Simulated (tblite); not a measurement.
BSi3H6O3: geometry relaxation (part 4 of 4)

The same run, continued: BSi3H6O3, multiplicity 2; GFN2-xTB geometry optimisation, gas phase (tblite 0.8.0). It belongs to a series of runs on one base structure; here: H removed from Si.

Geometry of the input (Å):
```
B  -1.9813  0.3422  0.4714
Si -0.8591  -0.8904  -0.5311
O  0.1461  -1.7777  0.5127
Si 1.7044  -1.2634  0.7262
O  2.3292  -0.1301  -0.3290
Si 1.0691  0.9903  -0.6777
O  -0.0151  0.0870  -1.6683
H  -2.8191  0.9289  -0.1394
H  -1.5968  0.8945  1.4489
H  -1.7892  -1.7935  -1.2380
H  1.9176  -0.8277  2.1264
H  0.3674  1.2329  0.6008
H  1.5224  2.2075  -1.3208
```

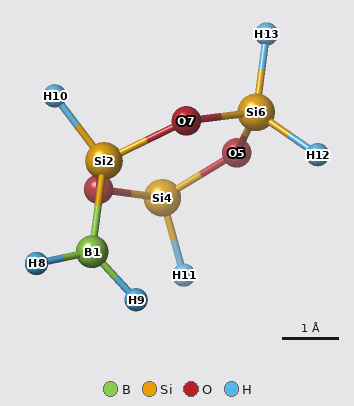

Figure 1. The geometry at step 97 of the log (ball-and-stick view, seen at a tilt; atoms are numbered from 1 in the order of the input).

Trajectory as extended XYZ, continued
```
13
Properties=species:S:1:pos:R:3:forces:R:3 step=84 energy=-596.66818
B    -2.3347    0.0134    0.7620    0.0000  -0.0050   0.0030
Si   -1.0270   -0.5135   -0.5641   -0.0180  -0.0010   0.0330
O     0.0161   -1.5498    0.2406    0.0020   0.0110   0.0120
Si    1.4944   -1.2786    0.8034   -0.0050   0.0000  -0.0040
O     2.1580    0.0189    0.0901   -0.0250   0.0140  -0.0040
Si    1.4495    1.1465   -0.8610   -0.0170  -0.0160  -0.0040
O    -0.0946    0.7425   -1.1001    0.0210  -0.0130  -0.0100
H    -3.4621   -0.2747    0.6326    0.0040  -0.0090   0.0030
H    -2.0373    0.5345    1.7700    0.0000   0.0060  -0.0330
H    -1.2369   -1.2830   -1.7969    0.0030   0.0150  -0.0060
H     1.4693   -1.0292    2.2367    0.0170  -0.0110  -0.0050
H     1.4568    2.3835   -0.0963    0.0070   0.0100   0.0160
H     2.1441    1.0899   -2.1347    0.0090  -0.0020  -0.0030
13
Properties=species:S:1:pos:R:3:forces:R:3 step=86 energy=-596.66887
B    -2.3357    0.0120    0.7644   -0.0050  -0.0150   0.0020
Si   -1.0269   -0.5069   -0.5638   -0.0380  -0.0030   0.0310
O     0.0098   -1.5451    0.2460    0.0000   0.0070  -0.0010
Si    1.4902   -1.2783    0.8045    0.0040  -0.0070  -0.0150
O     2.1538    0.0204    0.0935    0.0010   0.0000   0.0040
Si    1.4530    1.1465   -0.8638   -0.0060   0.0030   0.0050
O    -0.0905    0.7438   -1.1019    0.0000   0.0170  -0.0150
H    -3.4561   -0.3073    0.6415    0.0120   0.0050   0.0150
H    -2.0461    0.5488    1.7670   -0.0050  -0.0010  -0.0500
H    -1.2351   -1.2677   -1.8024    0.0000  -0.0010   0.0050
H     1.4683   -1.0356    2.2381    0.0190  -0.0030   0.0100
H     1.4679    2.3851   -0.1008    0.0030   0.0030   0.0060
H     2.1432    1.0847   -2.1399    0.0160  -0.0040   0.0040
13
Properties=species:S:1:pos:R:3:forces:R:3 step=88 energy=-596.66925
B    -2.3380    0.0062    0.7659   -0.0200  -0.0020   0.0000
Si   -1.0289   -0.5011   -0.5630   -0.0070   0.0030  -0.0150
O     0.0052   -1.5398    0.2488   -0.0020  -0.0010  -0.0050
Si    1.4872   -1.2774    0.8054    0.0030  -0.0020  -0.0070
O     2.1525    0.0193    0.0933    0.0100  -0.0060   0.0090
Si    1.4553    1.1462   -0.8660    0.0030   0.0140   0.0060
O    -0.0889    0.7475   -1.1032   -0.0160   0.0140   0.0050
H    -3.4530   -0.3337    0.6536    0.0040   0.0000   0.0110
H    -2.0519    0.5584    1.7595    0.0010   0.0120  -0.0170
H    -1.2339   -1.2548   -1.8062   -0.0050  -0.0170   0.0040
H     1.4648   -1.0355    2.2395    0.0220  -0.0030   0.0010
H     1.4802    2.3854   -0.1030   -0.0050  -0.0070  -0.0030
H     2.1450    1.0797   -2.1425    0.0130  -0.0030   0.0090
13
Properties=species:S:1:pos:R:3:forces:R:3 step=90 energy=-596.66946
B    -2.3396    0.0029    0.7666   -0.0210   0.0060  -0.0050
Si   -1.0308   -0.4975   -0.5640    0.0170   0.0030  -0.0260
O     0.0032   -1.5374    0.2476   -0.0020   0.0040  -0.0020
Si    1.4850   -1.2771    0.8056   -0.0050  -0.0020   0.0040
O     2.1543    0.0158    0.0909   -0.0010   0.0030   0.0040
Si    1.4568    1.1454   -0.8658    0.0010  -0.0030  -0.0010
O    -0.0895    0.7523   -1.1019   -0.0060   0.0050   0.0210
H    -3.4500   -0.3527    0.6650   -0.0090  -0.0090   0.0040
H    -2.0567    0.5695    1.7519    0.0100   0.0200   0.0030
H    -1.2321   -1.2492   -1.8086   -0.0100  -0.0190  -0.0010
H     1.4608   -1.0312    2.2397    0.0240  -0.0070  -0.0110
H     1.4888    2.3834   -0.1023   -0.0100   0.0010   0.0030
H     2.1455    1.0763   -2.1426    0.0120  -0.0020   0.0060
13
Properties=species:S:1:pos:R:3:forces:R:3 step=92 energy=-596.66993
B    -2.3427    0.0013    0.7669   -0.0090  -0.0030  -0.0160
Si   -1.0337   -0.4903   -0.5678    0.0180  -0.0050  -0.0010
O    -0.0022   -1.5330    0.2459   -0.0010   0.0170   0.0030
Si    1.4800   -1.2781    0.8052   -0.0120  -0.0070   0.0060
O     2.1558    0.0104    0.0891   -0.0140   0.0150  -0.0070
Si    1.4596    1.1439   -0.8649   -0.0020  -0.0310  -0.0030
O    -0.0906    0.7617   -1.0970    0.0180   0.0050   0.0230
H    -3.4405   -0.3960    0.6884   -0.0190  -0.0090  -0.0010
H    -2.0700    0.6009    1.7351    0.0180   0.0210   0.0040
H    -1.2279   -1.2404   -1.8145   -0.0150  -0.0160  -0.0030
H     1.4594   -1.0286    2.2390    0.0190  -0.0110  -0.0150
H     1.5034    2.3794   -0.1005   -0.0140   0.0230   0.0140
H     2.1452    1.0693   -2.1426    0.0140   0.0010  -0.0030
13
Properties=species:S:1:pos:R:3:forces:R:3 step=94 energy=-596.67043
B    -2.3492    0.0013    0.7653   -0.0170  -0.0160  -0.0010
Si   -1.0384   -0.4777   -0.5740   -0.0090  -0.0120   0.0320
O    -0.0134   -1.5224    0.2474    0.0040   0.0190   0.0100
Si    1.4724   -1.2821    0.8029   -0.0030  -0.0040  -0.0080
O     2.1521    0.0085    0.0939   -0.0100   0.0020  -0.0130
Si    1.4635    1.1425   -0.8644    0.0040  -0.0270   0.0090
O    -0.0912    0.7754   -1.0899    0.0240   0.0050   0.0020
H    -3.4223   -0.4684    0.7247    0.0200   0.0230   0.0070
H    -2.0947    0.6574    1.7041    0.0020  -0.0110  -0.0390
H    -1.2250   -1.2280   -1.8224   -0.0120  -0.0050   0.0020
H     1.4731   -1.0409    2.2375    0.0030  -0.0120  -0.0060
H     1.5202    2.3775   -0.1010   -0.0160   0.0360   0.0110
H     2.1484    1.0574   -2.1419    0.0090   0.0020  -0.0060
13
Properties=species:S:1:pos:R:3:forces:R:3 step=95 energy=-596.67086
B    -2.3491    0.0045    0.7635    0.0400  -0.0140  -0.0300
Si   -1.0381   -0.4806   -0.5732   -0.0140  -0.0080   0.0300
O    -0.0123   -1.5224    0.2497    0.0020   0.0090   0.0100
Si    1.4749   -1.2830    0.8014    0.0080  -0.0010  -0.0090
O     2.1495    0.0134    0.0977    0.0000  -0.0100  -0.0080
Si    1.4613    1.1436   -0.8643    0.0120  -0.0090   0.0140
O    -0.0910    0.7706   -1.0936    0.0050   0.0020  -0.0100
H    -3.4246   -0.4501    0.7167   -0.0590  -0.0150  -0.0030
H    -2.0917    0.6487    1.7067    0.0220   0.0250   0.0050
H    -1.2285   -1.2353   -1.8184   -0.0070  -0.0030   0.0020
H     1.4842   -1.0497    2.2369   -0.0020  -0.0100  -0.0030
H     1.5090    2.3799   -0.1017   -0.0120   0.0320   0.0080
H     2.1520    1.0610   -2.1390    0.0050   0.0010  -0.0050
13
Properties=species:S:1:pos:R:3:forces:R:3 step=97 energy=-596.67135
B    -2.3501    0.0064    0.7610    0.0150   0.0110   0.0030
Si   -1.0397   -0.4826   -0.5714    0.0130   0.0060  -0.0220
O    -0.0125   -1.5194    0.2539    0.0030  -0.0150   0.0130
Si    1.4778   -1.2842    0.7981    0.0180  -0.0030   0.0010
O     2.1473    0.0186    0.1021    0.0140  -0.0210  -0.0040
Si    1.4594    1.1445   -0.8637    0.0030   0.0290   0.0100
O    -0.0899    0.7644   -1.1010   -0.0140  -0.0190  -0.0050
H    -3.4309   -0.4368    0.7089   -0.0380  -0.0080   0.0040
H    -2.0864    0.6466    1.7060    0.0050   0.0140  -0.0010
H    -1.2365   -1.2435   -1.8125    0.0040   0.0030   0.0050
H     1.5020   -1.0620    2.2350   -0.0100  -0.0090  -0.0020
H     1.4943    2.3826   -0.1007   -0.0060   0.0100  -0.0050
H     2.1609    1.0660   -2.1334   -0.0070   0.0010   0.0030
13
Properties=species:S:1:pos:R:3:forces:R:3 step=99 energy=-596.67162
B    -2.3482    0.0109    0.7595   -0.0090   0.0160   0.0120
Si   -1.0397   -0.4890   -0.5710    0.0210  -0.0030  -0.0090
O    -0.0097   -1.5232    0.2556    0.0050  -0.0070   0.0070
Si    1.4818   -1.2856    0.7955    0.0110  -0.0090   0.0070
O     2.1490    0.0188    0.1010    0.0050  -0.0100  -0.0110
Si    1.4558    1.1453   -0.8606   -0.0030   0.0150  -0.0050
O    -0.0901    0.7554   -1.1070   -0.0010  -0.0140  -0.0020
H    -3.4378   -0.4130    0.6977   -0.0040   0.0050   0.0140
H    -2.0781    0.6440    1.7090   -0.0060  -0.0050  -0.0230
H    -1.2399   -1.2555   -1.8081    0.0060   0.0060   0.0050
H     1.5113   -1.0631    2.2321   -0.0130  -0.0130   0.0030
H     1.4789    2.3808   -0.0934   -0.0040   0.0130   0.0000
H     2.1624    1.0746   -2.1279   -0.0090   0.0050   0.0010
13
Properties=species:S:1:pos:R:3:forces:R:3 step=101 energy=-596.67192
B    -2.3469    0.0173    0.7572   -0.0150  -0.0060  -0.0120
Si   -1.0386   -0.4937   -0.5714    0.0040  -0.0230   0.0360
O    -0.0086   -1.5271    0.2584    0.0060   0.0120  -0.0040
Si    1.4855   -1.2897    0.7924   -0.0020  -0.0090   0.0030
O     2.1497    0.0167    0.0987   -0.0030   0.0050  -0.0170
Si    1.4523    1.1464   -0.8566   -0.0010  -0.0150  -0.0090
O    -0.0907    0.7490   -1.1101    0.0170   0.0060  -0.0070
H    -3.4378   -0.4053    0.6973    0.0080   0.0090   0.0150
H    -2.0778    0.6579    1.7014    0.0000   0.0000  -0.0160
H    -1.2389   -1.2642   -1.8055    0.0040   0.0050   0.0000
H     1.5201   -1.0672    2.2285   -0.0140  -0.0150   0.0120
H     1.4671    2.3785   -0.0848   -0.0020   0.0190   0.0070
H     2.1601    1.0819   -2.1231   -0.0020   0.0110  -0.0070
13
Properties=species:S:1:pos:R:3:forces:R:3 step=103 energy=-596.67234
B    -2.3467    0.0242    0.7529   -0.0090  -0.0150  -0.0140
Si   -1.0358   -0.4983   -0.5690   -0.0110  -0.0210   0.0320
O    -0.0078   -1.5296    0.2638    0.0040   0.0140  -0.0090
Si    1.4912   -1.2975    0.7879   -0.0070   0.0090   0.0000
O     2.1495    0.0120    0.0935    0.0030   0.0100  -0.0050
Si    1.4487    1.1478   -0.8519    0.0020  -0.0210  -0.0060
O    -0.0909    0.7436   -1.1134    0.0100   0.0090   0.0000
H    -3.4329   -0.4109    0.7059    0.0020   0.0070   0.0090
H    -2.0823    0.6887    1.6809    0.0030   0.0080   0.0000
H    -1.2364   -1.2702   -1.8014    0.0000  -0.0040  -0.0090
H     1.5285   -1.0771    2.2244   -0.0090  -0.0160   0.0160
H     1.4547    2.3765   -0.0727    0.0040   0.0000   0.0000
H     2.1560    1.0912   -2.1185    0.0070   0.0200  -0.0130
13
Properties=species:S:1:pos:R:3:forces:R:3 step=104 energy=-596.67244
B    -2.3476    0.0247    0.7518   -0.0030  -0.0090  -0.0010
Si   -1.0354   -0.4983   -0.5679   -0.0100  -0.0100   0.0070
O    -0.0080   -1.5286    0.2650    0.0030   0.0050  -0.0050
Si    1.4920   -1.2990    0.7871   -0.0030   0.0150   0.0030
O     2.1494    0.0106    0.0921    0.0080   0.0070   0.0020
Si    1.4486    1.1479   -0.8515    0.0020  -0.0100  -0.0060
O    -0.0909    0.7441   -1.1137    0.0010  -0.0010   0.0070
H    -3.4307   -0.4179    0.7111   -0.0030   0.0060   0.0060
H    -2.0850    0.6979    1.6740    0.0000   0.0070   0.0010
H    -1.2357   -1.2694   -1.8008    0.0000  -0.0060  -0.0100
H     1.5290   -1.0804    2.2241   -0.0070  -0.0150   0.0110
H     1.4542    2.3762   -0.0709    0.0050  -0.0090  -0.0050
H     2.1558    1.0927   -2.1182    0.0070   0.0210  -0.0110
13
Properties=species:S:1:pos:R:3:forces:R:3 step=106 energy=-596.67258
B    -2.3491    0.0242    0.7510    0.0070   0.0040   0.0160
Si   -1.0359   -0.4981   -0.5669   -0.0040   0.0060  -0.0280
O    -0.0082   -1.5267    0.2654    0.0040  -0.0090   0.0040
Si    1.4923   -1.2990    0.7871    0.0020   0.0140   0.0080
O     2.1502    0.0095    0.0907    0.0100   0.0030   0.0080
Si    1.4489    1.1472   -0.8520    0.0000   0.0050  -0.0060
O    -0.0910    0.7450   -1.1134   -0.0070  -0.0150   0.0140
H    -3.4288   -0.4258    0.7176   -0.0130   0.0010   0.0020
H    -2.0877    0.7058    1.6677   -0.0030   0.0050  -0.0010
H    -1.2352   -1.2682   -1.8010    0.0000  -0.0060  -0.0050
H     1.5280   -1.0837    2.2250   -0.0050  -0.0110   0.0010
H     1.4555    2.3752   -0.0701    0.0050  -0.0140  -0.0070
H     2.1567    1.0949   -2.1189    0.0030   0.0170  -0.0070
13
Properties=species:S:1:pos:R:3:forces:R:3 step=108 energy=-596.67283
B    -2.3501    0.0268    0.7495    0.0150   0.0120   0.0220
Si   -1.0371   -0.5025   -0.5662    0.0030   0.0130  -0.0350
O    -0.0064   -1.5271    0.2670    0.0020  -0.0130   0.0070
Si    1.4947   -1.2988    0.7866    0.0020   0.0030   0.0080
O     2.1532    0.0081    0.0881    0.0000   0.0020   0.0060
Si    1.4475    1.1461   -0.8519    0.0000   0.0120  -0.0050
O    -0.0910    0.7400   -1.1142   -0.0040  -0.0150   0.0090
H    -3.4290   -0.4252    0.7238   -0.0140  -0.0040  -0.0020
H    -2.0890    0.7203    1.6579   -0.0030  -0.0010  -0.0070
H    -1.2346   -1.2734   -1.8006   -0.0010  -0.0040   0.0040
H     1.5301   -1.0913    2.2258   -0.0020  -0.0020  -0.0070
H     1.4498    2.3706   -0.0650    0.0060  -0.0060  -0.0020
H     2.1574    1.1068   -2.1185   -0.0040   0.0050   0.0020
13
Properties=species:S:1:pos:R:3:forces:R:3 step=110 energy=-596.67291
B    -2.3490    0.0296    0.7490    0.0050   0.0020   0.0040
Si   -1.0370   -0.5065   -0.5664    0.0000   0.0010  -0.0010
O    -0.0046   -1.5301    0.2680   -0.0010  -0.0020  -0.0020
Si    1.4969   -1.2994    0.7857   -0.0030  -0.0010   0.0000
O     2.1542    0.0086    0.0880   -0.0050   0.0020   0.0020
Si    1.4459    1.1463   -0.8509    0.0000   0.0020   0.0000
O    -0.0907    0.7346   -1.1150    0.0010   0.0000  -0.0040
H    -3.4310   -0.4164    0.7216   -0.0010  -0.0010   0.0000
H    -2.0873    0.7252    1.6554    0.0020  -0.0020  -0.0040
H    -1.2349   -1.2789   -1.7996   -0.0010  -0.0050   0.0030
H     1.5336   -1.0946    2.2248   -0.0010   0.0000   0.0000
H     1.4434    2.3685   -0.0613    0.0060   0.0030   0.0020
H     2.1560    1.1136   -2.1173   -0.0020   0.0020   0.0000
```

Summary

```csv
quantity,value
outcome,converged
total energy,−596.6729 eV
hardware,"1 CPU thread, shared host"
wall time,0.8 s
peak memory,0.18 GiB
```
